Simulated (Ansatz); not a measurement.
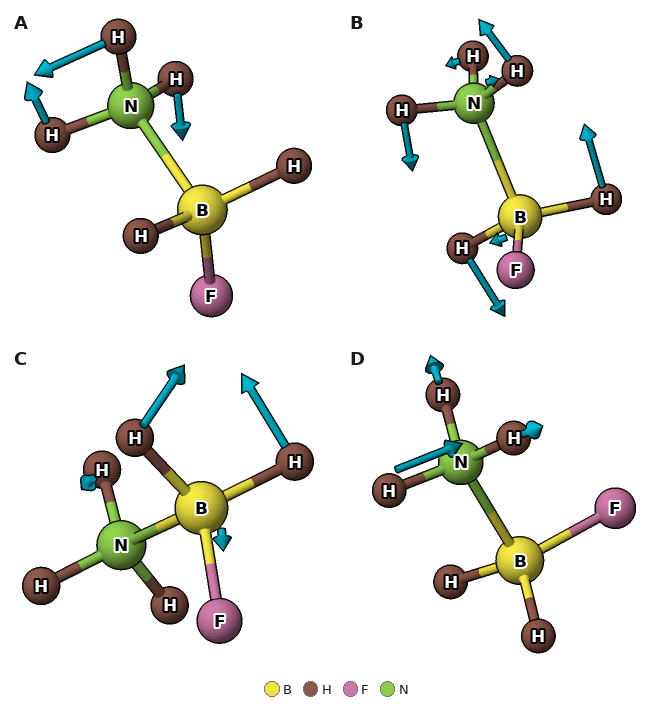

4 normal modes of one molecule or complex, as arrows. Harmonic vibrations computed with RKS PBE0-D4/def2-TZVP (Ansatz 0.2.0) at a stationary point of the same level.

Match the panels to the wavenumbers 1070 cm⁻¹, 1252 cm⁻¹, 1645 cm⁻¹, 3603 cm⁻¹.

A: 1645 cm⁻¹, H–N–H bending
B: 1070 cm⁻¹, angle bending
C: 1252 cm⁻¹
D: 3603 cm⁻¹, out-of-phase stretching of 2 N–H bonds
